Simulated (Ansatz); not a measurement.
# InH2 (SMILES [InH2]): UCCSD(T)/STO-3G

Aim: the vertical doublet–quartet gap of InH2 at UCCSD(T)/STO-3G, from 2 runs. 

The results are computed with Ansatz 0.2.0.

22 further runs of the same task are left out: 22 set aside as unsound or not needed.

## 1. The structure to begin with

The species is InH2 (3 atoms), meant as a doublet with charge 0. As SMILES, `[InH2]`. Geometry: relaxed at PBE0-D4/def2-TZVP.

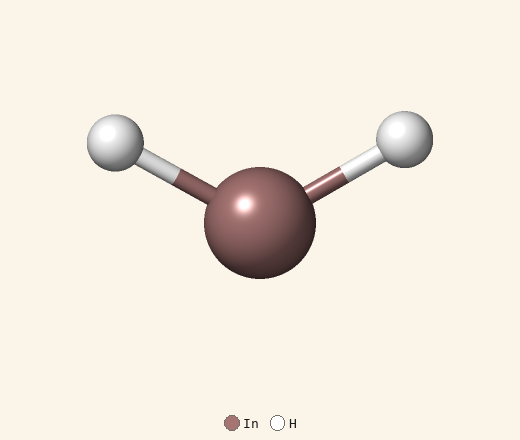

Viewed from a chosen angle; indium brown, hydrogen white.

## 2. A single-point energy at UCCSD(T)/STO-3G

Input file input.yaml:

```yaml
basis:
  gaussian:
    orbitals: STO-3G
crystal:
  periodic: [false, false, false]
  atoms:
    - {symbol: In, position_ang: [0.384600, -0.425400, 0.149800]}
    - {symbol: H, position_ang: [0.691300, 1.265400, 0.521600]}
    - {symbol: H, position_ang: [-1.086900, -0.904800, -0.684700]}
magnetization:
  spin_polarized: true
  initial_magnetization: 1
correlation:
  method: ccsd_t
  frozen_orbitals: {H: 0, In: 18}
accuracy: high
scf:
  omitted_lower_state_checks: [cluster_reference, increment]
```

On the command line:

```
$ ansatz run input.yaml --threads 1 --pin off --max-ram 2610MiB --events-out events.jsonl --progress --plain --runs-dir runs
```

Output, cut to the lines that bear on the results:

```text
Warning: RAYON_NUM_THREADS=1 ignored (pool sized by the plan → 1); use --threads N
Functional definition: HF
  name "HF"
[...]
499 factors; integrals over basis functions are off by at most 4.0e-9 eV
[...]
mean field -154668.38936397 eV, -5683.9584711260 hartree, gradient 9.6e-9 eV, S^2 0.751135; 0 other end points of the search recorded, 0 dependent functions left out
18 core orbitals not correlated: weight in the atoms' cores, before any rotation towards them, 1.000 or more for the frozen orbitals, at most 0.000 for the correlated occupied ones
reference -154668.38936397 eV, -5683.9584711260 hartree; 8, 7 occupied and 3, 4 virtual orbitals, 499 factors
second order -0.65617080 eV of doubles, -0.00000000 eV of singles
cycle   1  -0.88588482 eV  change   -2.3e-1 eV  update   4.8e-2
[...]
cycle  20  -1.04033472 eV  change   5.6e-10 eV  update   1.2e-9
perturbative correction -0.01139359 eV, -0.0004187066 hartree
Total energy: -154669.44109227 eV, -5683.9971214283 hartree
Checks for a lower state left out: cluster_reference, increment
```

Wall time 0.6 s (1 thread of Arm Neoverse V2, shared host).

## 3. The quartet

Input file run.yaml:

```yaml
crystal:
  periodic: [false, false, false]
  atoms:
    - {symbol: In, position_ang: [0.384600, -0.425400, 0.149800]}
    - {symbol: H, position_ang: [0.691300, 1.265400, 0.521600]}
    - {symbol: H, position_ang: [-1.086900, -0.904800, -0.684700]}
basis:
  gaussian:
    orbitals: STO-3G
scf:
  omitted_lower_state_checks: [cluster_reference, increment]
correlation:
  method: ccsd_t
  frozen_orbitals: {H: 0, In: 18}
accuracy: high
magnetization:
  spin_polarized: true
  initial_magnetization: 3
```

On the command line:

```
$ ansatz run run.yaml --threads 1 --pin off --max-ram 2610MiB --events-out events.jsonl --progress --plain --runs-dir runs
```

Output, cut to the lines that bear on the results:

```text
Warning: RAYON_NUM_THREADS=1 ignored (pool sized by the plan → 1); use --threads N
[... 2 set-up lines as earlier in the session ...]
[...]
499 factors; integrals over basis functions are off by at most 4.0e-9 eV
[...]
mean field -154663.43063021 eV, -5683.7762410217 hartree, gradient 3.4e-8 eV, S^2 3.795209; 2 other end points of the search recorded, 0 dependent functions left out
18 core orbitals not correlated: weight in the atoms' cores, before any rotation towards them, 1.000 or more for the frozen orbitals, at most 0.000 for the correlated occupied ones
reference -154663.43063021 eV, -5683.7762410217 hartree; 9, 6 occupied and 2, 5 virtual orbitals, 499 factors
second order -0.61648357 eV of doubles, -0.00000000 eV of singles
cycle   1  -0.86939256 eV  change   -2.8e-1 eV  update   6.6e-2
[...]
cycle  24  -1.23827669 eV  change   4.7e-10 eV  update   1.6e-9
perturbative correction -0.01291208 eV, -0.0004745103 hartree
WARN: these amplitudes may be one of several solutions (largest doubles amplitude 0.13, level shift 0.87 eV)
Total energy: -154664.68181899 eV, -5683.8222213611 hartree
Checks for a lower state left out: cluster_reference, increment
```

It took 0.62 s on 1 thread of Arm Neoverse V2, shared host; peak memory 0.09 GiB.

## 4. Outcome

Level: UCCSD(T)/STO-3G, 18 core orbitals frozen.

| quantity | value |
| --- | --- |
| doublet: total energy | -5683.99712 Eh |
| doublet: correlation energy (18 core orbitals frozen) | -38.7 mEh |
| doublet: (T) correction | -0.42 mEh |
| doublet: ⟨S²⟩ of the reference determinant | 0.751 |
| doublet: T1 diagnostic | 0.006 |
| quartet: total energy | -5683.82222 Eh |
| quartet: correlation energy (18 core orbitals frozen) | -46.0 mEh |
| quartet: (T) correction | -0.47 mEh |
| quartet: ⟨S²⟩ of the reference determinant | 3.795 |
| quartet: T1 diagnostic | 0.023 |
| vertical energy of the quartet above the doublet | 4.759 eV |

**Reading.** At this shape the quartet lies 4.76 eV (110 kcal/mol) above the doublet. In a minimal basis such a difference can be off by several eV, whatever the method. The triples (doublet) make up 1.1 % of the correlation energy. Relativity is left out (doublet) although the molecule holds a heavy atom. The triples (quartet) make up 1.0 % of the correlation energy. Relativity is left out (quartet) although the molecule holds a heavy atom.
